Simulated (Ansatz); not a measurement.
# C3H5F2 radical: basis-set convergence

Aim: see how fast density functionals converge with the basis set for C3H5F2 radical.

Computed with Ansatz 0.2.0, Gaussian basis. Level: one geometry, several basis sets.

The runs, in order: PBE0-D4/def2-SVP; ωB97M-V/def2-SVP; PBE0-D4/def2-QZVPP; ωB97M-V/def2-QZVPP; the functionals' def2-TZVPP values are taken from earlier runs.

## Step 1: The geometry

The geometry comes from an earlier relaxation with PBE0-D4 in a triple-zeta def2 set; it is a stationary point, not always the lowest conformer.

SMILES `F[CH]CCF`, 10 atoms, charge 0, spin multiplicity 2.

Atoms are counted from 1 here; the program's logs count them from 0.

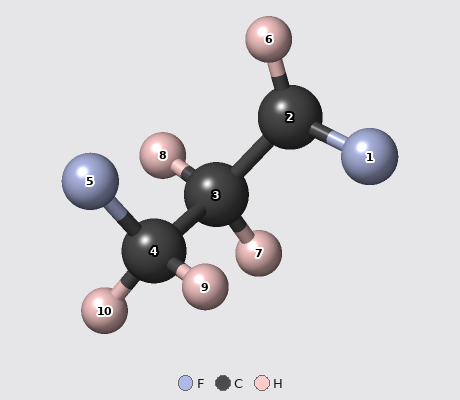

The structure; fluorine light blue, carbon dark grey, hydrogen pink; atoms are numbered from 1 in the order of the file.

Coordinates:

```xyz
10

F    -1.8579   -0.4979    0.9832
C    -0.5419   -0.4267    1.2405
C     0.3386   -0.5738    0.0658
C     0.2390    0.5714   -0.9293
F     0.6840    1.7431   -0.3461
H    -0.3101    0.1890    2.1016
H     0.0915   -1.5006   -0.4670
H     1.3734   -0.6586    0.4088
H    -0.7956    0.7264   -1.2473
H     0.8620    0.3765   -1.8072
```

## Step 2: PBE0-D4 in def2-SVP

in.yaml

```yaml
crystal:
  periodic: [false, false, false]
  atoms:
    - {symbol: F, position_ang: [-1.857863, -0.497887, 0.983204]}
    - {symbol: C, position_ang: [-0.541893, -0.426695, 1.240500]}
    - {symbol: C, position_ang: [0.338622, -0.573799, 0.065760]}
    - {symbol: C, position_ang: [0.239046, 0.571360, -0.929322]}
    - {symbol: F, position_ang: [0.684036, 1.743136, -0.346068]}
    - {symbol: H, position_ang: [-0.310107, 0.189030, 2.101619]}
    - {symbol: H, position_ang: [0.091516, -1.500599, -0.467015]}
    - {symbol: H, position_ang: [1.373377, -0.658580, 0.408801]}
    - {symbol: H, position_ang: [-0.795557, 0.726436, -1.247337]}
    - {symbol: H, position_ang: [0.862024, 0.376498, -1.807242]}
basis:
  gaussian: {orbitals: def2-SVP}
magnetization: {spin_polarized: true, initial_magnetization: 1}
hamiltonian: {xc: pbe0, dispersion: d4}
output: {orbitals: {seedname: orbitals}}
```

Started as:

```console
> ansatz run in.yaml --threads 4 --pin off --events-out ev --progress --plain --max-ram 10444MiB
```

Standard output:

```text
Functional definition: PBE0
  name "PBE0"
  cite "Adamo & Barone, J. Chem. Phys. 110, 6158 (1999) doi:10.1063/1.478522"
  cite "Perdew, Burke & Ernzerhof, Phys. Rev. Lett. 77, 3865 (1996) doi:10.1103/PhysRevLett.77.3865"
  parent pbe
  parameter a = 0.25
  parameter kappa = 0.804
  parameter beta = 0.06672455060314922
  exchange = (1 - a)*pbe_x(kappa = kappa, mu = beta*pi^2/3) + a*exact_x
  correlation = pbe_c(beta = beta)
954 factors; integrals over basis functions are off by at most 1.5e-3 eV
mean field evaluation 1: about -8605.4422 eV, gradient 2.6e1 eV
mean field evaluation 2: about -8605.8358 eV, gradient 2.4e1 eV
mean field evaluation 4: about -8608.5561 eV, gradient 9.7e-1 eV
mean field evaluation 8: about -8608.8237 eV, gradient 2.1e-1 eV
mean field evaluation 16: about -8608.8239 eV, gradient 2.6e-4 eV
mean field -8608.82393907 eV, -316.3684444903 hartree, gradient 7.5e-5 eV, S^2 0.753782; 0 other end points of the search recorded, 0 dependent functions left out
reference -8608.82395929 eV, -316.3684452335 hartree; 21, 20 occupied and 74, 75 virtual orbitals, 954 factors
Total energy: -8608.94612142 eV, -316.3729346088 hartree
```

Run time: 0.95 s. Hardware: 4 threads of INTEL XEON PLATINUM 8581C at 2.10GHz, shared host.

## Step 3: ωB97M-V in def2-SVP

Changes to in.yaml since step 2:

```diff
@@ -16,3 +16,3 @@
 magnetization: {spin_polarized: true, initial_magnetization: 1}
-hamiltonian: {xc: pbe0, dispersion: d4}
+hamiltonian: {xc: {name: wB97M-V}}
 output: {orbitals: {seedname: orbitals}}
```

The command is unchanged.

Standard output, cut to the lines that bear on the results:

```text
Functional definition: wB97M-V
  name "wB97M-V"
  cite "Mardirossian & Head-Gordon, J. Chem. Phys. 144, 214110 (2016) doi:10.1063/1.4952647"
  cite "Becke, J. Chem. Phys. 107, 8554 (1997) doi:10.1063/1.475007"
  cite "Vydrov & Van Voorhis, J. Chem. Phys. 133, 244103 (2010) doi:10.1063/1.3521275"
  # Of w^i u^j: cxij and so on, Table III.
[...]
  gx(w, u) = 1 - cx + cx01*u + cx10*w
  gss(w, u) = css00 + css04*u^4 + css10*w + css20*w^2 + css43*w^4*u^3
  gos(w, u) = cos00 + cos10*w + (cos20 + cos21*u)*w^2 + (cos60 + cos61*u)*w^6
[...]
      + integral(e_c_pw_mod_opposite_spin*gos(b97_w_opposite, b97_u_opposite)) + vv10(b, c)
954 factors; integrals over basis functions are off by at most 1.5e-3 eV
234 factors; integrals over basis functions are off by at most 6.0e-6 eV
[...]
mean field -8614.49455500 eV, -316.5768357820 hartree, gradient 1.5e-5 eV, S^2 0.752797; 0 other end points of the search recorded, 0 dependent functions left out
reference -8614.49458770 eV, -316.5768369837 hartree; 21, 20 occupied and 74, 75 virtual orbitals, 954 factors
Total energy: -8614.49458770 eV, -316.5768369837 hartree
```

Wall time 2.6 s (4 threads of INTEL XEON PLATINUM 8581C at 2.10GHz, shared host).

## Step 4: PBE0-D4 in def2-QZVPP

Changes to in.yaml since step 3:

```diff
@@ -14,5 +14,5 @@
 basis:
-  gaussian: {orbitals: def2-SVP}
+  gaussian: {orbitals: "def2-QZVPP.json"}
 magnetization: {spin_polarized: true, initial_magnetization: 1}
-hamiltonian: {xc: {name: wB97M-V}}
+hamiltonian: {xc: pbe0, dispersion: d4}
 output: {orbitals: {seedname: orbitals}}
```

The command is unchanged.

Standard output:

```text
Functional definition: PBE0
  name "PBE0"
  cite "Adamo & Barone, J. Chem. Phys. 110, 6158 (1999) doi:10.1063/1.478522"
  cite "Perdew, Burke & Ernzerhof, Phys. Rev. Lett. 77, 3865 (1996) doi:10.1103/PhysRevLett.77.3865"
  parent pbe
  parameter a = 0.25
  parameter kappa = 0.804
  parameter beta = 0.06672455060314922
  exchange = (1 - a)*pbe_x(kappa = kappa, mu = beta*pi^2/3) + a*exact_x
  correlation = pbe_c(beta = beta)
1205 factors; their error is unknown
mean field evaluation 1: about -8614.1694 eV, gradient 3.5e1 eV
mean field evaluation 2: about -8613.7396 eV, gradient 3.5e1 eV
mean field evaluation 4: about -8619.4959 eV, gradient 2.0e0 eV
mean field evaluation 8: about -8619.5045 eV, gradient 7.0e-2 eV
mean field evaluation 16: about -8619.5046 eV, gradient 1.8e-4 eV
mean field -8619.50463319 eV, -316.7609527598 hartree, gradient 2.5e-5 eV, S^2 0.754364; 0 other end points of the search recorded, 0 dependent functions left out
reference -8619.50466748 eV, -316.7609540197 hartree; 21, 20 occupied and 414, 415 virtual orbitals, 1205 factors
Total energy: -8619.62682960 eV, -316.7654433950 hartree
```

It took 7 s on 4 threads of INTEL XEON PLATINUM 8581C at 2.10GHz, shared host; peak memory 1.7 GiB.

## Step 5: ωB97M-V in def2-QZVPP

Changes to in.yaml since step 4:

```diff
@@ -16,3 +16,3 @@
 magnetization: {spin_polarized: true, initial_magnetization: 1}
-hamiltonian: {xc: pbe0, dispersion: d4}
+hamiltonian: {xc: {name: wB97M-V}}
 output: {orbitals: {seedname: orbitals}}
```

Same command.

Standard output, cut to the lines that bear on the results:

```text
Functional definition: wB97M-V
  name "wB97M-V"
  cite "Mardirossian & Head-Gordon, J. Chem. Phys. 144, 214110 (2016) doi:10.1063/1.4952647"
  cite "Becke, J. Chem. Phys. 107, 8554 (1997) doi:10.1063/1.475007"
  cite "Vydrov & Van Voorhis, J. Chem. Phys. 133, 244103 (2010) doi:10.1063/1.3521275"
  # Of w^i u^j: cxij and so on, Table III.
[...]
  gx(w, u) = 1 - cx + cx01*u + cx10*w
  gss(w, u) = css00 + css04*u^4 + css10*w + css20*w^2 + css43*w^4*u^3
  gos(w, u) = cos00 + cos10*w + (cos20 + cos21*u)*w^2 + (cos60 + cos61*u)*w^6
[...]
      + integral(e_c_pw_mod_opposite_spin*gos(b97_w_opposite, b97_u_opposite)) + vv10(b, c)
1205 factors; their error is unknown
301 factors; integrals over basis functions are off by at most 5.7e-6 eV
[...]
mean field -8625.48988852 eV, -316.9809068361 hartree, gradient 2.4e-5 eV, S^2 0.752986; 0 other end points of the search recorded, 0 dependent functions left out
reference -8625.48994107 eV, -316.9809087671 hartree; 21, 20 occupied and 414, 415 virtual orbitals, 1205 factors
Total energy: -8625.48994107 eV, -316.9809087671 hartree
```

It took 13 s on 4 threads of INTEL XEON PLATINUM 8581C at 2.10GHz, shared host; peak memory 2.1 GiB.

## Step 6: Functionals by basis

The def2-TZVPP values come from earlier runs at the same geometry.

```
functional       basis  functions  energy (eV)  from the largest (eV)  HOMO (eV)  LUMO (eV)
   PBE0-D4    def2-SVP         95   -8608.9461                 10.681      -5.95      -0.97
   PBE0-D4  def2-TZVPP        225   -8619.1636                  0.463      -6.08      -1.18
   PBE0-D4  def2-QZVPP        435   -8619.6268                  0.000      -6.12      -1.25
   ωB97M-V    def2-SVP         95   -8614.4946                 10.995      -8.03       1.04
   ωB97M-V  def2-TZVPP        225   -8625.0434                  0.447      -8.17       0.69
   ωB97M-V  def2-QZVPP        435   -8625.4899                  0.000      -8.21       0.56
```

## Step 7: Results

| quantity | value |
| --- | --- |
| PBE0-D4: double and triple zeta above quadruple | 10.68, 0.46 eV |
| ωB97M-V: double and triple zeta above quadruple | 11.00, 0.45 eV |

**Reading.** PBE0-D4 gains 10.22 eV from double to triple zeta, then 0.46 eV more. These are total energies; as a rule much of such shifts cancels in differences, which this series doesn't test.

For PBE0-D4 the largest set took about 7 times as long as the smallest (7 s against 0.95 s).
